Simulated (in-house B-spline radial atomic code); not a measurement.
# Ba²⁶⁺: starting-point dependence of G0W0 and RPA

G0W0 and RPA are one-shot methods. How much does the choice of start matter for Ba²⁶⁺?

The numbers are computed with an in-house B-spline radial atomic code, version 1 (RPA, second order, AC-SOSEX and G0W0 (contour deformation) on a scalar-relativistic mean field, all electrons; no spin-orbit coupling, Breit or QED terms, no two-electron picture change), except any that are marked as measured or tabulated.

**1. What is computed**

| Item | Value |
| --- | --- |
| element | barium (Z = 56) |
| charge | +26 |
| electrons | 30 |
| configuration | [Ar] 3d10 4s2 |
| next ion, run as well | [Ar] 3d10 4s1 |
| Hamiltonian | scalar-relativistic (spin-free one-electron X2C), finite nucleus |
| starts | Hartree-Fock, PBE, BLYP, HSE06, BHandHLYP |

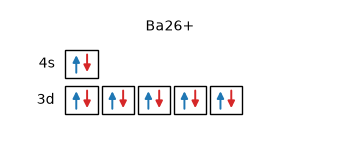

Outer shells as boxes.

**2. Run with the Hartree-Fock start**

Settings, as recorded:

```ini
Z = 56
electrons = 30.0
configuration = [Ar] 3d10 4s2
hamiltonian = x2c
method = hf
lmax = 9
rms_radius = 4.8378
spin_polarised = False
box_radius = 3.38
intervals = 62
```

Started as:

```bash
$ python run_gw.py task.json out
```

The settings of every run stand in task.json; they run in order.

The runs that follow: Run with the PBE start; Run with the BLYP start; Run with the HSE06 start; Run with the BHandHLYP start.

Before running it: what results should come out? Wanted: highest level, mean field; highest level, G0W0; RPA correlation energy; RPA+SOSEX.

As calculated:

```
                                          quantity                                                              value
   highest level, mean field (range over the runs)                                              -935.50 to -923.18 eV
         highest level, G0W0 (range over the runs)                                              -939.69 to -939.09 eV
                            RPA correlation energy                                           -2.491 to -2.375 hartree
                                         RPA+SOSEX                                         -1.7443 to -1.6652 hartree
tabulated theoretical ionisation energy (4s shell)  935.00 ± 4 eV (NIST Atomic Spectra Database, ionization energies)
               G0W0 removal energy less that value                                                  +4.09 to +4.69 eV
```

**Reading.** Across the starts the mean-field level varies by 12.3 eV and the G0W0 level by 0.60 eV (4.9 % as much). On the semilocal starts the correction is downwards, 16 to 17 eV, since their self-interaction lifts occupied levels. The RPA energy is largest in size on BLYP and smallest on Hartree-Fock, 4.7 % apart; over the runs it loosely follows the gap of the start, as smaller excitation energies give more correlation. All runs miss the tabulated theoretical ionisation energy, 935.00 ± 4 eV, by about +4.54 eV (+0.49 %), far more than they differ among themselves. The tabulated value's own uncertainty covers most of the miss, so the miss is not established. Read as a removal energy, the bare PBE level is off by -11.8 eV (-1.3 %) and the nearest bare level, Hartree-Fock's, by +0.499 eV. As differences of total energies the mean miss over the starts is 4.2 eV for mean field, 4.0 eV for RPA, 3.1 eV for RPA+SOSEX. The reference's uncertainty exceeds the spread between them.
